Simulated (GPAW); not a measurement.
# GaBH4O (SMILES [BH2][GaH][OH]), run twice

Wanted: energy and one-electron properties of GaBH4O, LDA (PW92)/real-space grid (scalar-relativistic datasets).

The results are computed with GPAW 26.7.0.

1 further run of the same task is left out (set aside as unsound or not needed).

### Step 1. The molecule

GaBH4O: 7 atoms, total charge 0, spin state singlet. As SMILES, `[BH2][GaH][OH]`. Geometry: a GFN2-xTB relaxation, a rough one for these elements and not checked as a minimum. This is one conformer, not always the lowest.

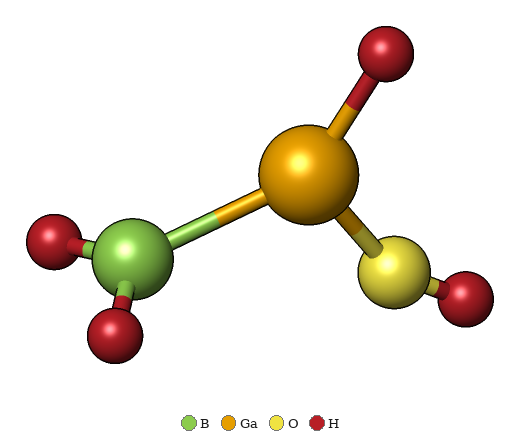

Viewed from a chosen angle; boron green, gallium amber, oxygen yellow, hydrogen red.

### Step 2. Try one

File calc.py:

```python
import numpy as np
from ase import Atoms
from ase.units import Bohr, Debye
from gpaw import GPAW

# Geometry
positions_bohr = np.array(
              [[ -2.809380,   0.095998,   0.209665],
               [  1.019885,   0.042727,   1.134554],
               [  2.611847,  -0.185552,  -1.701491],
               [ -3.931424,  -1.786283,  -0.049870],
               [ -3.802205,   1.987123,  -0.346954],
               [  2.861026,   0.141370,   3.531690],
               [  4.050269,  -0.295383,  -2.777595]])
atoms = Atoms('BGaOHHHH', positions=positions_bohr * Bohr)
atoms.center(vacuum=4.5)

# Calculator
gpaw_calc = GPAW(mode='fd',
                 xc='LDA',
                 maxiter=66,
                 h=0.2,
                 convergence={'energy': 0.5, 'density': 0.5, 'eigenstates': 1.0},
                 txt='-')
atoms.calc = gpaw_calc

energy = atoms.get_potential_energy()
print(f'Energy                  {energy:.5f} eV')
forces = atoms.get_forces()
print('Forces (eV/Ang)')
for symbol, f in zip(atoms.symbols, forces):
    print(f'{symbol:2} {f[0]:9.4f} {f[1]:9.4f} {f[2]:9.4f}')
dipole = atoms.get_dipole_moment() / Debye
print(f'Dipole: {np.linalg.norm(dipole):.3f} D')
homo, lumo = gpaw_calc.get_homo_lumo()
print(f'HOMO = {homo:.3f} eV')
print(f'LUMO = {lumo:.3f} eV')
print(f'Gap = {lumo - homo:.3f} eV')
```

Run with:

```bash
$ python calc.py > calc.log
```

The program printed:

```text
[...]
Number of symmetries: 1
[...]
  Number of IBZ points: 1
[...]
Spin-components: 1 (collinear spins)
Bands:           14
[...]
  Valence electrons: 16.0
[...]
  Grid points: [68 56 60]
  Charge: 0.0  # |e|
[...]
    cutoffs:
[...]
occupation numbers:
  # Zero width
[...]
xc functional:
  name: None
[...]
|iter     |     time |      energy | eigst |  dens |
[...]
|iter:   1| 00:00:02 |  -34.109222 | +1.10 |       |
[...]
|iter:   4| 00:00:05 |  -29.713071c| -0.09c| -1.10c|
Converged in 4 steps
[...]
Energy contributions relative to reference atoms: (reference = -55547.094288)
Energy contributions:
  Kinetic:          48.576706
  Coulomb:         -50.253379
  Zero:              1.911876
  External:          0.000000
  Xc:              -29.948274
  Entropy:           0.000000
  Spinorbit:         0.000000
  ----------------------------
  Free energy:     -29.713071
  Extrapolated:    -29.713071
dipole moment: (-0.037494, 0.003726, 0.025828)  # |e|*Ang
Fermi level: -5.142
Eigenvalues  # (at kpt = [0.000, 0.000, 0.000])
| band index |      eig [eV] | occ [0-2] |
|------------|---------------|-----------|
|          0 |       -24.063 |     2.000 |
|          1 |       -13.825 |     2.000 |
|          2 |       -12.497 |     2.000 |
|          3 |        -9.416 |     2.000 |
|          4 |        -9.073 |     2.000 |
|          5 |        -7.976 |     2.000 |
|          6 |        -7.880 |     2.000 |
|          7 |        -6.467 |     2.000 |
|          8 |        -3.817 |     0.000 |
|          9 |        -1.945 |     0.000 |
|         10 |        -0.612 |     0.000 |
|         11 |        -0.042 |     0.000 |
[...]
Gap: 2.651 eV
Transition (v -> c):
[...]
Forces (eV/Ang)
B     1.0700    0.0587    0.6823
Ga   -0.6777    0.1815    2.3872
O     0.4697   -0.1963   -2.6994
H    -0.6379   -0.8920    0.0367
H    -0.5488    0.9208   -0.0918
H     0.0321    0.0242    0.2244
H     1.4176   -0.0803   -0.6196
Dipole: 0.219 D
HOMO = -6.467 eV
LUMO = -3.817 eV
Gap = 2.651 eV
```

It took 5.3 s on 1 thread of Arm Neoverse V1, shared host; peak memory 0.53 GiB.

### Step 3. Reading the log

It ran to the end. The result can't be trusted all the same.

What is wrong: the convergence setting is far too loose. To mend it: convergence threshold at its default in place of {'energy': 0.5, 'density': 0.5, 'eigenstates': 1.0}.

### Step 4. Try two

File sp.py:

```python
import numpy as np
from ase import Atoms
from ase.units import Bohr, Debye
from gpaw import GPAW

positions_bohr = np.array(
              [[ -2.809380,   0.095998,   0.209665],
               [  1.019885,   0.042727,   1.134554],
               [  2.611847,  -0.185552,  -1.701491],
               [ -3.931424,  -1.786283,  -0.049870],
               [ -3.802205,   1.987123,  -0.346954],
               [  2.861026,   0.141370,   3.531690],
               [  4.050269,  -0.295383,  -2.777595]])
molecule = Atoms("BGaOHHHH", positions=positions_bohr * Bohr)
molecule.center(vacuum=4.5)

dft = GPAW(mode="fd", h=0.2, xc="LDA", maxiter=100, txt="-")
molecule.calc = dft

energy = molecule.get_potential_energy()
print(f"Energy = {energy:.5f} eV")
forces = molecule.get_forces()
print("Forces (eV/Ang)")
for symbol, f in zip(molecule.symbols, forces):
    print(f'{symbol:2} {f[0]:9.4f} {f[1]:9.4f} {f[2]:9.4f}')
dipole = molecule.get_dipole_moment() / Debye
print(f"Dipole = {np.linalg.norm(dipole):.3f} D")
homo, lumo = dft.get_homo_lumo()
print(f"HOMO                    {homo:.3f} eV")
print(f"LUMO: {lumo:.3f} eV")
print(f"Gap                     {lumo - homo:.3f} eV")
```

Run with:

```bash
$ python sp.py
```

The program printed:

```text
[...]
Number of symmetries: 1
[...]
  Number of IBZ points: 1
[...]
Spin-components: 1 (collinear spins)
Bands:           14
[...]
  Valence electrons: 16.0
[...]
  Grid points: [68 56 60]
  Charge: 0.0  # |e|
[...]
    cutoffs:
[...]
occupation numbers:
  # Zero width
[...]
xc functional:
  name: None
[...]
|iter     |     time |      energy | eigst |  dens |
[...]
|iter:   1| 00:00:02 |  -34.109222 | +1.10 |       |
[...]
|iter:  13| 00:00:12 |  -29.679656c| -7.43c| -5.54c|
Converged in 13 steps
[...]
Energy contributions relative to reference atoms: (reference = -55547.094288)
Energy contributions:
  Kinetic:          53.582914
  Coulomb:         -52.664905
  Zero:              0.724687
  External:          0.000000
  Xc:              -31.322353
  Entropy:           0.000000
  Spinorbit:         0.000000
  ----------------------------
  Free energy:     -29.679656
  Extrapolated:    -29.679656
dipole moment: (-0.044153, 0.003787, 0.029198)  # |e|*Ang
Fermi level: -4.943
Eigenvalues  # (at kpt = [0.000, 0.000, 0.000])
| band index |      eig [eV] | occ [0-2] |
|------------|---------------|-----------|
|          0 |       -23.533 |     2.000 |
|          1 |       -13.476 |     2.000 |
|          2 |       -12.228 |     2.000 |
|          3 |        -9.188 |     2.000 |
|          4 |        -8.834 |     2.000 |
|          5 |        -7.595 |     2.000 |
|          6 |        -7.412 |     2.000 |
|          7 |        -6.193 |     2.000 |
|          8 |        -3.693 |     0.000 |
|          9 |        -1.788 |     0.000 |
|         10 |        -0.484 |     0.000 |
|         11 |         0.019 |     0.000 |
[...]
Gap: 2.499 eV
Transition (v -> c):
[...]
Forces (eV/Ang)
B     1.1751   -0.0230    0.1675
Ga   -1.1273    0.1989    2.4898
O     0.1843   -0.1998   -2.4497
H    -0.4505   -0.7304   -0.0121
H    -0.4005    0.7372   -0.1006
H    -0.2135    0.0048   -0.0506
H     0.7352   -0.0208    0.0165
Dipole = 0.255 D
HOMO                    -6.193 eV
LUMO: -3.693 eV
Gap                     2.499 eV
```

It took 13 s on 1 thread of Arm Neoverse V1, shared host; peak memory 0.57 GiB.

### Step 5. Results

At LDA (PW92)/real-space grid (scalar-relativistic datasets):

| quantity | value |
| --- | --- |
| energy as printed (from the program's reference atoms) | -29.6797 eV |
| dipole moment | 0.25 D |
| HOMO energy | -6.19 eV |
| LUMO energy | -3.69 eV |
| HOMO–LUMO gap | 2.50 eV |

The first attempt's energy was -0.033 eV off this one.
